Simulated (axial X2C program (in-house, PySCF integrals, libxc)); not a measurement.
# TeCu: from the state search to constants, part 2 of 2

Computed with an in-house X2C program for linear molecules on PySCF integrals; all-electron X2C, Te dyall-cv3z, Cu dyall-cv3z. The steps go on from the part before.

**9. PBE0, 2c**

State followed: Ω = 3/2 (excess of +ω over −ω: ω = 3/2). The scan is laid around 2.365 Å, a first estimate of the minimum, and this SCF restarts from the orbitals of the search.

The SCF at the reference distance of 2.365 Å:

```text
two-component X2C + atomic mean field  PBE0
basis functions 229  fitting functions 1215  grid points 5804
iter        total energy     max residual
   1      -8444.773984970     3.24e-05
   2      -8444.773984985     5.95e-05
   3      -8444.773985006     1.83e-05
   4      -8444.773985010     1.04e-05
   5      -8444.773985014     2.90e-06
   6      -8444.773985015     9.30e-07
converged
one-electron -12293.10615775  Coulomb 3760.50487916  exact exchange -60.26598676  xc functional -184.77386148  nuclear repulsion 337.42039495  atomic mean-field constant -4.55325314
```

Along the bond, energies from the lowest point:

```csv
R (Å),E (eV),μ (D),HOMO (eV),LUMO (eV),iterations
2.058,0.7199,2.98,-5.97,-3.69,12
2.152,0.2909,3.09,-5.94,-3.65,11
2.223,0.1129,3.16,-5.92,-3.63,11
2.294,0.0235,3.23,-5.91,-3.61,11
2.365,0.0000,3.30,-5.89,-3.58,6
2.448,0.0332,3.37,-5.87,-3.56,11
2.531,0.1124,3.45,-5.86,-3.53,11
2.637,0.2582,3.54,-5.84,-3.50,12
2.767,0.4752,3.66,-5.81,-3.46,13
2.956,0.8197,3.82,-5.77,-3.41,14
```

Dipoles are positive if Cu is the positive end.

Outer spinors at the reference distance:

```json
{"ω": "1/2", "occupied": "yes", "ε (eV)": "-16.56", "atomic character": "79% Te s, 9% Cu p, 6% Cu s", "λ mixture": "100% σ"}
{"ω": "-1/2", "occupied": "yes", "ε (eV)": "-15.71", "atomic character": "78% Te s, 9% Cu p, 7% Cu s", "λ mixture": "100% σ"}
{"ω": "1/2", "occupied": "yes", "ε (eV)": "-8.92", "atomic character": "72% Cu d, 22% Te p, 3% Te s", "λ mixture": "97% σ, 3% π"}
{"ω": "-1/2", "occupied": "yes", "ε (eV)": "-8.84", "atomic character": "89% Cu d, 9% Te p", "λ mixture": "61% π, 39% σ"}
{"ω": "-1/2", "occupied": "yes", "ε (eV)": "-8.77", "atomic character": "73% Cu d, 22% Te p, 2% Te s", "λ mixture": "60% σ, 40% π"}
{"ω": "3/2", "occupied": "yes", "ε (eV)": "-8.69", "atomic character": "93% Cu d, 6% Te p", "λ mixture": "92% π, 8% δ"}
{"ω": "1/2", "occupied": "yes", "ε (eV)": "-8.66", "atomic character": "90% Cu d, 8% Te p", "λ mixture": "97% π, 3% σ"}
{"ω": "-3/2", "occupied": "yes", "ε (eV)": "-8.46", "atomic character": "99% Cu d", "λ mixture": "75% δ, 25% π"}
{"ω": "3/2", "occupied": "yes", "ε (eV)": "-8.33", "atomic character": "99% Cu d", "λ mixture": "92% δ, 8% π"}
{"ω": "-3/2", "occupied": "yes", "ε (eV)": "-8.21", "atomic character": "96% Cu d, 3% Te p", "λ mixture": "75% π, 25% δ"}
{"ω": "5/2", "occupied": "yes", "ε (eV)": "-8.19", "atomic character": "100% Cu d", "λ mixture": "100% δ"}
{"ω": "-5/2", "occupied": "yes", "ε (eV)": "-8.14", "atomic character": "100% Cu d", "λ mixture": "100% δ"}
{"ω": "1/2", "occupied": "yes", "ε (eV)": "-7.26", "atomic character": "46% Te p, 27% Cu d, 25% Cu s", "λ mixture": "96% σ, 4% π"}
{"ω": "-1/2", "occupied": "yes", "ε (eV)": "-7.15", "atomic character": "50% Te p, 24% Cu d, 23% Cu s", "λ mixture": "83% σ, 17% π"}
{"ω": "-1/2", "occupied": "yes", "ε (eV)": "-6.57", "atomic character": "78% Te p, 9% Cu d, 7% Cu s", "λ mixture": "82% π, 18% σ"}
{"ω": "3/2", "occupied": "yes", "ε (eV)": "-6.20", "atomic character": "84% Te p, 9% Cu d, 7% Cu p", "λ mixture": "100% π"}
{"ω": "1/2", "occupied": "yes", "ε (eV)": "-5.89", "atomic character": "83% Te p, 7% Cu d, 7% Cu p", "λ mixture": "96% π, 4% σ"}
{"ω": "-3/2", "occupied": "no", "ε (eV)": "-3.58", "atomic character": "83% Te p, 12% Cu p, 6% Cu d", "λ mixture": "100% π"}
{"ω": "1/2", "occupied": "no", "ε (eV)": "-2.57", "atomic character": "47% Cu s, 34% Cu p, 14% Te p", "λ mixture": "99% σ, 1% π"}
{"ω": "-1/2", "occupied": "no", "ε (eV)": "-2.50", "atomic character": "44% Cu s, 35% Cu p, 15% Te p", "λ mixture": "100% σ"}
{"ω": "-1/2", "occupied": "no", "ε (eV)": "-0.07", "atomic character": "89% Cu p, 5% Te p, 5% Te d", "λ mixture": "100% π"}
```

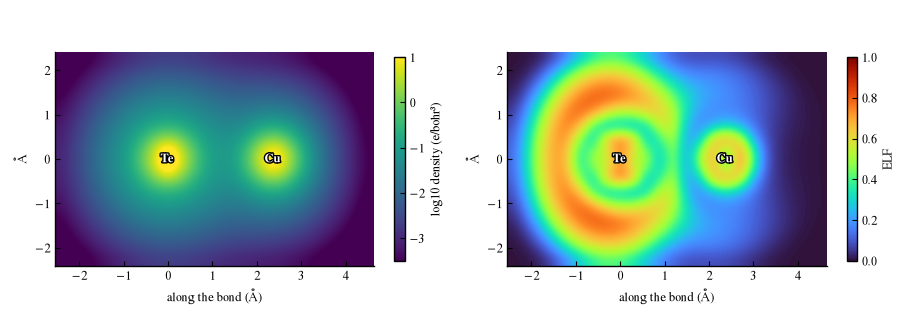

PBE0 fields in a plane through the axis, from a grid of 0.3 Å; Te lies at z = 0 and Cu at z = 2.365 Å; the ELF is damped to zero where the density is low.

Re = 2.360 Å, ωe = 250.9 cm⁻¹, ωexe = 0.733 cm⁻¹, Be = 0.07139 cm⁻¹, De = 2.37 eV, μ = 3.29 D.

**10. HF, 2c**

Output at 2.365 Å:

```text
two-component X2C + atomic mean field  HF
basis functions 229  fitting functions 1215  grid points 5804
iter        total energy     max residual
   1      -8440.798083807     2.52e-01
   2      -8440.839423541     3.47e-02
   3      -8440.837214689     5.03e-02
   4      -8440.846543250     4.76e-03
   5      -8440.847028516     2.18e-03
   6      -8440.847203332     1.04e-03
   7      -8440.847256614     5.76e-04
   8      -8440.847264858     2.09e-04
   9      -8440.847265750     7.86e-05
  10      -8440.847265942     2.22e-05
  11      -8440.847265967     8.23e-06
  12      -8440.847265972     5.42e-06
  13      -8440.847265975     2.80e-06
  14      -8440.847265976     2.13e-06
converged
one-electron -12294.59781469  Coulomb 3762.21690942  exact exchange -241.33350253  xc functional 0.00000000  nuclear repulsion 337.42039495  atomic mean-field constant -4.55325314
```

Re = 2.495 Å, ωe = 212.6 cm⁻¹, ωexe = 0.497 cm⁻¹, Be = 0.06389 cm⁻¹, De = 1.06 eV, μ = 5.47 D.

**11. M06, 2c**

Output at 2.365 Å:

```text
two-component X2C + atomic mean field  M06
basis functions 229  fitting functions 1215  grid points 5804
iter        total energy     max residual
   1      -8445.473411737     1.42e-01
   2      -8445.480806886     6.80e-03
   3      -8445.479904141     9.14e-03
   4      -8445.482295700     1.13e-03
   5      -8445.482302375     1.09e-03
   6      -8445.482311892     1.18e-03
   7      -8445.482317702     1.20e-04
   8      -8445.482318238     6.62e-05
   9      -8445.482318374     1.54e-05
  10      -8445.482318398     4.47e-06
  11      -8445.482318400     1.75e-06
  12      -8445.482318401     8.42e-07
converged
one-electron -12292.22790655  Coulomb 3759.63150252  exact exchange -65.08831526  xc functional -180.66474093  nuclear repulsion 337.42039495  atomic mean-field constant -4.55325314
```

Re = 2.378 Å, ωe = 252.0 cm⁻¹, ωexe = 0.721 cm⁻¹, Be = 0.07034 cm⁻¹, De = 2.35 eV, μ = 2.44 D.

**12. Correlated methods, 2c**

Correlated methods: 17 electrons correlated (frozen shells, counted by type: Te 4 s, 3 p, 2 d; Cu 3 s, 2 p), 297 virtual spinors in MP2, 110 natural virtuals in coupled cluster.

Output of the correlated part at 2.365 Å:

```text
correlated 17  virtual 297  natural virtual 110  E(MP2) -0.652599551  MP2 remainder -0.041802593
iter   CCSD correlation   residual
   1     -0.520024453   2.50e-01
   2     -0.551764312   1.46e-01
   3     -0.556394326   3.70e-02
   4     -0.556461459   2.00e-02
   5     -0.556572053   1.05e-02
   6     -0.556913110   6.46e-03
   7     -0.556945375   2.95e-03
   8     -0.556871702   1.41e-03
   9     -0.556958889   6.85e-04
  10     -0.556925119   2.68e-04
  11     -0.556932851   1.34e-04
  12     -0.556935623   6.23e-05
  13     -0.556933983   3.43e-05
  14     -0.556933749   1.99e-05
  15     -0.556933991   1.19e-05
  16     -0.556933946   6.86e-06
  17     -0.556933800   3.48e-06
  18     -0.556933884   1.70e-06
  19     -0.556933849   9.50e-07
  20     -0.556933855   5.46e-07
(T) -0.024683523  T1 0.0378  D1 0.0890  max T2 0.056
```

MP2: Re = 2.337 Å, ωe = 261.0 cm⁻¹, Be = 0.0728 cm⁻¹, De = 2.25 eV.

CCSD: Re = 2.385 Å, ωe = 242.2 cm⁻¹, ωexe = 0.66 cm⁻¹, Be = 0.06992 cm⁻¹, De = 2.15 eV. T1 at Re = 0.027 (Lee–Taylor, the printed value over √2).

CCSD(T): Re = 2.367 Å, ωe = 248.1 cm⁻¹, ωexe = 0.717 cm⁻¹, Be = 0.07095 cm⁻¹, De = 2.22 eV. T1 at Re = 0.027 (Lee–Taylor, the printed value over √2).

**13. A higher determinant, 2c**

State: Ω = 1/2 (excess of +ω over −ω: ω = 1/2).

Output at the reference distance:

```text
two-component X2C + atomic mean field  PBE0
basis functions 229  fitting functions 1215  grid points 5804
iter        total energy     max residual
   1      -8444.758436440     1.04e-05
   2      -8444.758436441     2.62e-05
   3      -8444.758436443     4.12e-06
   4      -8444.758436444     2.34e-06
converged
one-electron -12292.79208658  Coulomb 3760.19981556  exact exchange -60.26449149  xc functional -184.76881575  nuclear repulsion 337.42039495  atomic mean-field constant -4.55325314
```

```csv
R (Å),E above the lowest PBE0 point (eV)
2.058,1.116
2.152,0.696
2.223,0.525
2.294,0.441
2.365,0.423
2.448,0.462
2.531,0.545
2.637,0.696
2.767,0.917
```

Re = 2.353 Å, ωe = 253.2 cm⁻¹, ωexe = 0.749 cm⁻¹, Be = 0.07182 cm⁻¹, μ = 3.44 D. Te = 0.42 eV. As a difference of two determinants it need not be a gap between pure terms.

**14. The 2c curves together**

Energy (eV) of the followed determinant, 2c, from each level's lowest point:

```csv
R (Å),PBE0,HF,MP2,CCSD,CCSD(T),M06
2.058,0.720,1.225,0.639,n/a,n/a,0.820
2.152,0.291,0.650,0.237,0.347,0.309,0.350
2.223,0.113,0.367,0.078,0.149,0.124,0.147
2.294,0.023,0.180,0.007,0.041,0.029,0.038
2.365,0.000,0.066,0.000,0.000,0.000,0.000
2.448,0.033,0.004,0.052,0.015,0.028,0.021
2.531,0.112,0.000,0.148,0.078,0.102,0.093
2.637,0.258,0.056,0.315,0.207,0.242,0.235
2.767,0.475,0.186,0.557,n/a,n/a,0.451
2.956,0.820,0.438,0.940,n/a,n/a,0.798
```

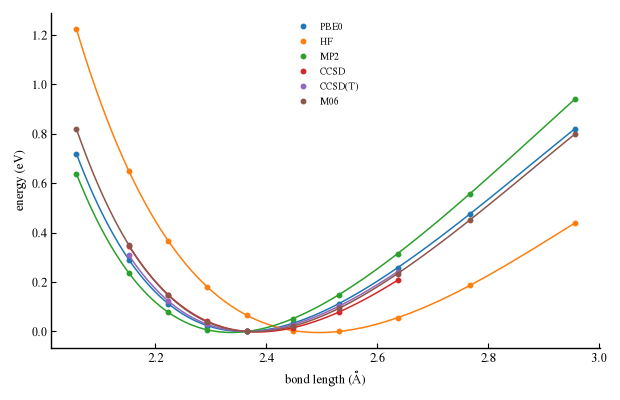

Curves of the followed state, 2c, each from its own lowest point.

The whole job took 8.6 min on 1 thread of Arm Neoverse V1, shared host; peak memory 1.7 GiB.

**15. Constants**

What follows sums up all 2 parts.

Lowest determinant that the search found at its distance, spin-free: M_S = 1/2, Λ = 1 (beyond closed shells: π+α, π+β, π-α).

Lowest determinant that the search found at its distance, 2c: Ω = 3/2 (excess of +ω over −ω: ω = 3/2).

| Hamiltonian | level | Re (Å) | ωe (cm⁻¹) | De (eV) | μ (D) |
| --- | --- | --- | --- | --- | --- |
| spin-free | PBE0 | 2.353 | 254.3 | 2.41 | 3.41 |
| spin-free | HF | 2.491 | 214.2 | 1.10 | 5.54 |
| spin-free | MP2 | 2.332 | 263.1 | 2.33 | n/a |
| spin-free | CCSD | 2.380 | 244.2 | 2.23 | n/a |
| spin-free | CCSD(T) | 2.362 | 250.4 | 2.30 | n/a |
| spin-free | M06 | 2.371 | 255.6 | 2.48 | 2.58 |
| 2c | PBE0 | 2.360 | 250.9 | 2.37 | 3.29 |
| 2c | HF | 2.495 | 212.6 | 1.06 | 5.47 |
| 2c | MP2 | 2.337 | 261.0 | 2.25 | n/a |
| 2c | CCSD | 2.385 | 242.2 | 2.15 | n/a |
| 2c | CCSD(T) | 2.367 | 248.1 | 2.22 | n/a |
| 2c | M06 | 2.378 | 252.0 | 2.35 | 2.44 |

Dipoles are positive if Cu is the positive end.

Time per point (s) on 1 thread of Arm Neoverse V1, shared host (2c runs; CCSD comes with the CCSD(T) run); the times are rough: PBE0 1.3, HF 1.1, MP2 1.9, CCSD(T) 25, M06 1.9.

At CCSD(T), going from spin-free to two-component changes Re by +5 mÅ, ωe by -0.9 %, which is small (part of it comes from the scalar share of the two-electron terms). De moves by -0.08 eV; both De rest on single-determinant atoms, which can miss part of an open shell's spin–orbit lowering.

De refers to Te + Cu, each in the lowest determinant found, which need not be this curve's own limit. The state is a single determinant with fixed occupations, the lowest that a limited PBE0 search found. De is counted from the lowest determinant-based energies of the atoms at the same level, without counterpoise correction. Density functionals use the spin component along the axis (collinear). Coupled cluster ran in a truncated set of natural virtual spinors; the MP2 energy of the rest was added. The meta-GGAs lack a current-density term, which matters for open shells with orbital currents, atoms included. With the outer-core shells frozen, correlated bond lengths of heavy atoms tend to come out a few hundredths of an ångström too long. T1 at Re is 0.027 (Lee–Taylor), above the customary mark of 0.02.
